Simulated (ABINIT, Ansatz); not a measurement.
# Quasiparticle gap of BN (Qingsongite) in ABINIT

How does a plane-wave GW calculation on BN (Qingsongite) run from the first input to the gap?

Method: PBE and many-body steps on it, plane waves, in ABINIT 10.8.3.

## (1) Starting point

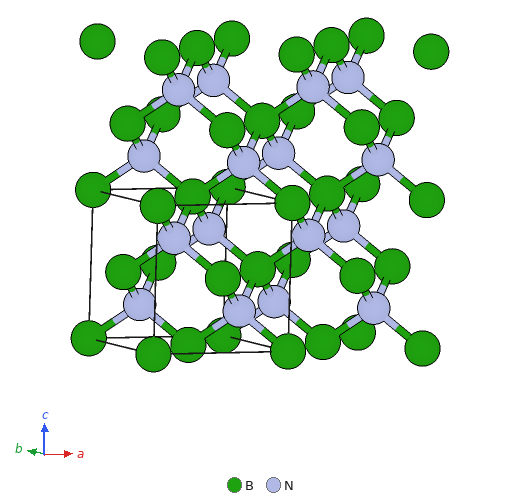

The cell as given, slightly off an axis (boron green, nitrogen light blue). 2×1×2 cells are drawn. This picture shows the conventional cell, with its axes. Bonds to atoms that aren't drawn are left out. Some periodic images of atoms are drawn too.

Structure file:

```cif
data_structure
_symmetry_space_group_name_H-M 'F-43m'
_symmetry_Int_Tables_number 216
_cell_length_a 3.6150
_cell_length_b 3.6150
_cell_length_c 3.6150
_cell_angle_alpha 90.000
_cell_angle_beta 90.000
_cell_angle_gamma 90.000
_cell_volume 47.24
loop_
_atom_site_label
_atom_site_type_symbol
_atom_site_symmetry_multiplicity
_atom_site_Wyckoff_symbol
_atom_site_fract_x
_atom_site_fract_y
_atom_site_fract_z
_atom_site_occupancy
B1 B 4 a 0.00000 0.00000 0.00000 1
N1 N 4 d 0.25000 0.25000 0.75000 1
```

The cell and positions come from the Crystallography Open Database and are kept as given unless a step says otherwise.

## (2) Ground state

This step: ABINIT 10.8.3; DFT, PBE, plane waves, norm-conserving pseudopotentials.

The ground-state density comes first.

Contents of run.abi:

```
acell 3*1.0 Angstrom
rprim 
  -0.000000000000 1.807500000000 1.807500000000
  1.807500000000 0.000000000000 1.807500000000
  1.807500000000 1.807500000000 -0.000000000000
ntypat 2
znucl 5 7
natom 2
typat 1 2
xred 
  0.000000000000 0.000000000000 0.000000000000
  0.250000000000 0.250000000000 0.250000000000
pp_dirpath "pseudos"
pseudos "B.upf, N.upf"
ecut 36
ngkpt 10 10 10
nshiftk 1
shiftk 0 0 0
kptopt 1
chksymbreak 0
nband 9
occopt 1
tolvrs 1e-10
nstep 60
prtwf 0
optforces 0
optstress 0
indata_prefix "in"
outdata_prefix "out"
tmpdata_prefix "tmp"
```

Started as:

```
$ OMP_NUM_THREADS=1 mpirun -n 4 abinit run.abi > log
```

Numbers of over 12 decimals in the logs are rounded to 6 here.

Log:

```text
.Version 10.8.3 of ABINIT. v10.8.2 released Aug 2026.

 Symmetries : space group F-4 3 m (#216); Bravais cF (face-center cubic)
================================================================================
 Values of the parameters that define the memory need of the present run
     intxc =       0    ionmov =       0      iscf =       7    lmnmax =       4
     lnmax =       4     mgfft =      30  mpssoang =       2    mqgrid =    3001
     natom =       2  nloc_mem =       1    nspden =       1   nspinor =       1
    nsppol =       1      nsym =      24    n1xccc =    2501    ntypat =       2
    occopt =       1   xclevel =       2
-    mband =           9        mffmem =           1         mkmem =          12
       mpw =         845          nfft =       27000          nkpt =          47
================================================================================
  Rough estimation (10% accuracy) of disk space for files :
================================================================================

--------------------------------------------------------------------------------
------------- Echo of variables that govern the present computation ------------
--------------------------------------------------------------------------------
 -outvars: echo values of preprocessed input variables --------
            acell      1.8897261259E+00  1.8897261259E+00  1.8897261259E+00 Bohr

      chksymbreak           0
             ecut      3.60000000E+01 Hartree
-          fftalg         312

              ixc     -101130
              kpt      0.00000000E+00  0.00000000E+00  0.00000000E+00
                       1.00000000E-01  0.00000000E+00  0.00000000E+00
                       2.00000000E-01  0.00000000E+00  0.00000000E+00
                       3.00000000E-01  0.00000000E+00  0.00000000E+00
                       4.00000000E-01  0.00000000E+00  0.00000000E+00
                       5.00000000E-01  0.00000000E+00  0.00000000E+00
                       1.00000000E-01  1.00000000E-01  0.00000000E+00
                       2.00000000E-01  1.00000000E-01  0.00000000E+00
                       3.00000000E-01  1.00000000E-01  0.00000000E+00
   [... 36 further rows ...]
                      -3.00000000E-01  4.00000000E-01  2.00000000E-01
                      -3.00000000E-01  5.00000000E-01  2.00000000E-01
         kptrlatt       10    0    0      0   10    0      0    0   10
          kptrlen      4.83050094E+01
P           mkmem          12
            natom           2
            nband           9
            ngfft          30      30      30
             nkpt          47
            nstep          60
             nsym          24
           ntypat           2
              occ      2.000000  2.000000  2.000000  2.000000  0.000000  0.000000
[...]
optforces           0
        optstress           0
            prtwf           0
            rprim     -0.0000000000E+00  1.8075000000E+00  1.8075000000E+00
[...]
spgroup         216

           tolvrs      1.00000000E-10

             xred      0.0000000000E+00  0.0000000000E+00  0.0000000000E+00
[...]
znucl        5.00000    7.00000

================================================================================

 chkinp: Checking input parameters for consistency.

================================================================================
== DATASET  1 ==================================================================
-   mpi_nproc: 4, omp_nthreads: 1 (-1 if OMP is not activated)

--- !DatasetInfo
iteration_state: {dtset: 1, }
dimensions: {natom: 2, nkpt: 47, mband: 9, nsppol: 1, nspinor: 1, nspden: 1, mpw: 845, }
cutoff_energies: {ecut:  36.0, pawecutdg:  -1.0, }
electrons: {nelect:   8.00000000E+00, charge:   0.00000000E+00, occopt:   1.00000000E+00, tsmear:   1.00000000E-02, }

 Real(R)+Recip(G) space primitive vectors, cartesian coordinates (Bohr,Bohr^-1):
 R(1)=  0.0000000  3.4156800  3.4156800  G(1)= -0.1463837  0.1463837  0.1463837
 R(2)=  3.4156800  0.0000000  3.4156800  G(2)=  0.1463837 -0.1463837  0.1463837
 R(3)=  3.4156800  3.4156800  0.0000000  G(3)=  0.1463837  0.1463837 -0.1463837
 Unit cell volume ucvol=  7.9700586E+01 bohr^3
 Angles (23,13,12)=  6.00000000E+01  6.00000000E+01  6.00000000E+01 degrees

 getcut: wavevector=  0.0000  0.0000  0.0000  ngfft=  30  30  30
         ecut(hartree)=     36.000   => boxcut(ratio)=   2.30194

 getcut : COMMENT -
  Note that boxcut > 2.2 ; recall that boxcut=Gcut(box)/Gcut(sphere) = 2
  is sufficient for exact treatment of convolution.
  Such a large boxcut is a waste : you could raise ecut
  e.g. ecut=   47.690509 Hartrees makes boxcut=2

--- Pseudopotential description ------------------------------------------------
- B Generated using ONCVPSP code by D. R. Hamann
-  5.00000   3.00000  171031                  znucl, zion, pspdat
12 -101130 1 -1 1534                          pspcod,pspxc,lmax,lloc,mmax
     nproj     2     2
  pspatm : epsatm=    3.38844616
         --- l  ekb(1:nproj) -->
[...]
pspatm: atomic psp has been read  and splines computed

- N Generated using ONCVPSP code by D. R. Hamann
-  7.00000   5.00000  171031                  znucl, zion, pspdat
12 -101130 1 -1 1058                          pspcod,pspxc,lmax,lloc,mmax
     nproj     2     2
  pspatm : epsatm=    5.20977870
         --- l  ekb(1:nproj) -->
[...]
1   -4.293905   -1.006988
 pspatm: atomic psp has been read  and splines computed

   6.87857989E+01                                ecore*ucvol(ha*bohr**3)
--------------------------------------------------------------------------------

_setup2: Arith. and geom. avg. npw (full set) are     822.053     822.026

================================================================================

--- !BeginCycle
iteration_state: {dtset: 1, }
solver: {iscf: 7, nstep: 60, nline: 4, wfoptalg: 0, }
tolerances: {tolvrs: 1.00E-10, }

     iter   Etot(hartree)      deltaE(h)  residm     vres2
 ETOT  1  -13.353670328845    -1.335E+01 1.866E-01 1.447E+02
 ETOT  2  -13.373136893714    -1.947E-02 6.470E-03 1.104E+02
 ETOT  3  -13.402464776550    -2.933E-02 3.876E-03 1.734E-01
 ETOT  4  -13.402502334780    -3.756E-05 4.257E-03 1.682E-03
 ETOT  5  -13.402502505884    -1.711E-07 1.198E-03 3.940E-05
 ETOT  6  -13.402502511439    -5.556E-09 1.069E-03 2.572E-07
 ETOT  7  -13.402502511479    -3.939E-11 2.420E-04 2.030E-09
 ETOT  8  -13.402502511479    -1.315E-13 2.105E-04 5.379E-11

 At SCF step    8       vres2   =  5.38E-11 < tolvrs=  1.00E-10 =>converged.

--- !ResultsGS
iteration_state: {dtset: 1, }
comment   : Summary of ground state results
lattice_vectors:
- [ -0.0000000,   3.4156800,   3.4156800, ]
- [  3.4156800,   0.0000000,   3.4156800, ]
- [  3.4156800,   3.4156800,  -0.0000000, ]
lattice_lengths: [   4.83050,    4.83050,    4.83050, ]
lattice_angles: [ 60.000,  60.000,  60.000, ] # degrees, (23, 13, 12)
lattice_volume:   7.9700586E+01
convergence: {deltae: -1.315E-13, res2:  5.379E-11, residm:  2.105E-04, diffor:  0.000E+00, }
etotal    :  -1.34025025E+01
entropy   :   0.00000000E+00
fermie    :   3.02092262E-01
cartesian_stress_tensor: null
pressure_GPa: null
xred      :
- [  0.0000E+00,   0.0000E+00,   0.0000E+00,  B]
- [  2.5000E-01,   2.5000E-01,   2.5000E-01,  N]
cartesian_forces: null
force_length_stats: {min: null, max: null, mean: null, }

 Integrated electronic density in atomic spheres:
 ------------------------------------------------
 Atom  Sphere_radius  Integrated_density
    1        2.00000          3.32049900
    2        2.00000          5.75124674
================================================================================

 ----iterations are completed or convergence reached----

 Mean square residual over all n,k,spin=   10.187E-07; max=  21.054E-05
 reduced coordinates (array xred) for    2 atoms
       0.000000000000      0.000000000000      0.000000000000
       0.250000000000      0.250000000000      0.250000000000
 rms dE/dt=  0.0000E+00; max dE/dt=  0.0000E+00; dE/dt below (all hartree)
    1       0.000000000000      0.000000000000      0.000000000000
    2       0.000000000000      0.000000000000      0.000000000000

 cartesian coordinates (angstrom) at end:
    1      0.000000     0.000000     0.000000
    2      0.903750     0.903750     0.903750
 length scales=  1.889726125908  1.889726125908  1.889726125908 bohr
              =  1.000000000000  1.000000000000  1.000000000000 angstroms
 prteigrs : about to open file out_EIG
 Fermi (or HOMO) energy (hartree) =   0.30209   Average Vxc (hartree)=  -0.47450
 Eigenvalues (hartree) for nkpt=  47  k points:
 kpt#   1, nband=  9, wtk=  0.00100, kpt=  0.0000  0.0000  0.0000 (reduced coord)
  -0.44062    0.30209    0.30209    0.30209    0.62836    0.62836    0.62836    0.68304
   1.21148
 prteigrs : prtvol=0 or 1, do not print more k-points.

--- !EnergyTerms
iteration_state     : {dtset: 1, }
comment             : Components of total free energy in Hartree
kinetic             :  9.41230010599648E+00
hartree             :  1.79183179045680E+00
xc                  : -4.37198988812425E+00
Ewald energy        : -1.31703929426445E+01
psp_core            :  8.63052609504914E-01
local_psp           : -6.86018895556562E+00
non_local_psp       : -1.06711523110257E+00
total_energy        : -1.34025025114787E+01
total_energy_eV     : -3.64700672502578E+02
band_energy         :  1.04301569482710E-01

== END DATASET(S) ==============================================================
================================================================================

 -outvars: echo values of variables after computation  --------
           etotal     -1.3402502511E+01
            nband           9
             nkpt          47
          spgroup         216
 [... the other variables as echoed above ...]

 Calculation completed.
```

Wall time 4 s (4 MPI ranks of Arm Neoverse V2, shared host); peak memory 0.26 GiB; 16 s of CPU time.

Numbers from this step:

- total energy: -364.7007 eV
- gap: 4.535 eV
- k of the valence top: 0, 0, 0
- k of the conduction bottom: 0.5, 0.5, 0
- least direct gap: 8.878 eV

The gap is indirect, with the least direct gap 4.34 eV higher.

(Part 1 of 3 ends here.)

[Paths, hosts, dates, memory and timing lines, banners, echoed tables and standing remarks are left out of the program output.]

[Logs are printed without paths, hosts, clocks, repeated set-up lines and the standing remarks that a program may print on its own settings, such as how far it seeks lower states.]

[Runs of the session that timed out or met a known fault of the program may be left out.]

[Hosts, paths, dates, database ids (printed as entryN), source tags and the programs' standing remarks are cut or masked in the printed files.]

[G0W0 gaps are taken among the corrected bands and points alone; a level outside them can change the order at an edge.]

[Where Ansatz stands beside ABINIT at settings called matched, ABINIT's density can come from a denser mesh and the files from another edition; pairs whose starting gaps differed by over 0.03 eV were left out, so agreement reads better than it is.]
